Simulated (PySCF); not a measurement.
**Polarizability calculation, with input and output: AlH**

- system: AlH, SMILES [AlH]
- method: HF/aug-cc-pVDZ-DK, RHF, dispersion D4, sfX2C (PySCF 2.14.0)

The geometry comes from this level: GFN2-xTB.

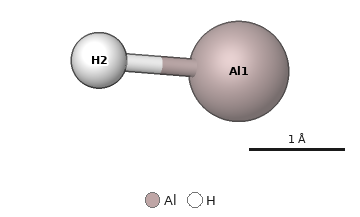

Figure 1. The input geometry (ball-and-stick view, seen at a tilt; atoms are numbered from 1 in the order of the input). Sticks mark near contacts. Bond lengths as drawn: Al–H 1.61 Å.

### Summary

- outcome: converged
- total energy: −242.890904 hartree
- dispersion energy: −0.002040 hartree
- basis functions: 36
- HOMO: −7.81 eV
- LUMO: 0.37 eV
- dipole moment: 0.27 D
- hardware: 1 thread of Arm Neoverse V1, 24 GiB of memory available, shared host
- wall time: 1.9 s
- peak memory: 0.12 GiB

### The input (job.py)
```python
import numpy
from pyscf import gto
from pyscf.prop.polarizability import rhf

system = gto.M(
    atom='Al 0.000000 0.000000 0.000000; H 0.000000 0.000000 1.613470',
    basis='aug-cc-pvdz-dk',
    max_memory=1860,
    spin=0,
    verbose=4,
)

myscf = system.RHF()
myscf = myscf.sfx2c1e()
myscf.disp = 'd4'
myscf.kernel()

e_final = myscf.e_tot
print('E(%s) = %.9f' % ('HF', e_final))
pol = rhf.Polarizability(myscf)
alpha = pol.polarizability()
print('isotropic polarizability %.4f bohr^3' % (numpy.trace(alpha) / 3))
alpha_w = pol.polarizability_with_freq(freq=0.0656)
beta = pol.hyper_polarizability()
```

Launch command:
```bash
OMP_NUM_THREADS=1 python job.py
```

### The program's output
```
PySCF version 2.14.0

[INPUT] num. atoms = 2
[INPUT] num. electrons = 14
[INPUT] charge = 0
[INPUT] spin (= nelec alpha-beta = 2S) = 0
[INPUT] symmetry False subgroup None
[INPUT] Mole.unit = angstrom
[INPUT] Symbol           X                Y                Z      unit          X                Y                Z       unit  Magmom
[INPUT]  1 Al     0.000000000000   0.000000000000   0.000000000000 AA    0.000000000000   0.000000000000   0.000000000000 Bohr   0.0
[INPUT]  2 H      0.000000000000   0.000000000000   1.613470000000 AA    0.000000000000   0.000000000000   3.049016410202 Bohr   0.0

nuclear repulsion = 4.26367006635388
number of shells = 13
number of NR pGTOs = 61
number of NR cGTOs = 36
basis = aug-cc-pvdz-dk
ecp = {}

******** <class 'pyscf.x2c.sfx2c1e.sfX2C1eRHF'> ********
method = sfX2C1eRHF
initial guess = minao
damping factor = 0
level_shift factor = 0
DIIS = <class 'pyscf.scf.diis.CDIIS'>
diis_start_cycle = 1
diis_space = 8
diis_damp = 0
SCF conv_tol = 1e-09
SCF conv_tol_grad = None
SCF max_cycles = 50
direct_scf = True
direct_scf_tol = 1e-13

******** <class 'pyscf.x2c.sfx2c1e.SpinFreeX2CHelper'> ********
approx = 1e
xuncontract = 1
Set gradient conv threshold to 3.16228e-05
Initial guess from minao.
Calc dispersion correction with DFTD4.
Parameters: xc=hf, atm=True
init E= -242.676429979778
  HOMO = -0.170859050048138  LUMO = -0.00424079838897086  gap/eV = 4.53391
cycle= 1 E= -242.88146782375  delta_E= -0.205  |g|= 0.116  |ddm|= 0.893
  HOMO = -0.291181097899208  LUMO = 0.00932153271084888  gap/eV = 8.17709
cycle= 2 E= -242.890218651189  delta_E= -0.00875  |g|= 0.0265  |ddm|= 0.362
  HOMO = -0.287146118846903  LUMO = 0.0137749741100656  gap/eV = 8.18848
cycle= 3 E= -242.890860314471  delta_E= -0.000642  |g|= 0.00603  |ddm|= 0.138
  HOMO = -0.287061743781086  LUMO = 0.0137852152400477  gap/eV = 8.18646
cycle= 4 E= -242.89090296415  delta_E= -4.26e-05  |g|= 0.000914  |ddm|= 0.0396
  HOMO = -0.287111503565676  LUMO = 0.0137097633640755  gap/eV = 8.18576
cycle= 5 E= -242.890904338149  delta_E= -1.37e-06  |g|= 0.000194  |ddm|= 0.00435
  HOMO = -0.287109588258925  LUMO = 0.0136963940929098  gap/eV = 8.18535
cycle= 6 E= -242.890904413334  delta_E= -7.52e-08  |g|= 1.81e-05  |ddm|= 0.00124
  HOMO = -0.287107968145906  LUMO = 0.0136954988035601  gap/eV = 8.18528
cycle= 7 E= -242.890904413821  delta_E= -4.87e-10  |g|= 2.22e-06  |ddm|= 0.000177
  HOMO = -0.287108447279279  LUMO = 0.0136952281182515  gap/eV = 8.18528
Extra cycle  E= -242.890904413828  delta_E= -6.42e-12  |g|= 7.4e-07  |ddm|= 1.77e-05
converged SCF energy = -242.890904413828
E(HF) = -242.890904414
Isotropic polarizability 48.1640033862
Polarizability anisotropy 0.753671610405
isotropic polarizability 48.1640 bohr^3
```

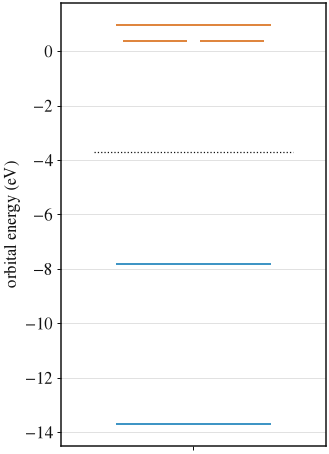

Figure 2. Orbital energies near the frontier; the dotted line parts filled from empty levels, and levels within 0.02 eV of each other stand side by side. Highest filled −7.81 eV, lowest empty 0.37 eV, 8.18 eV apart.
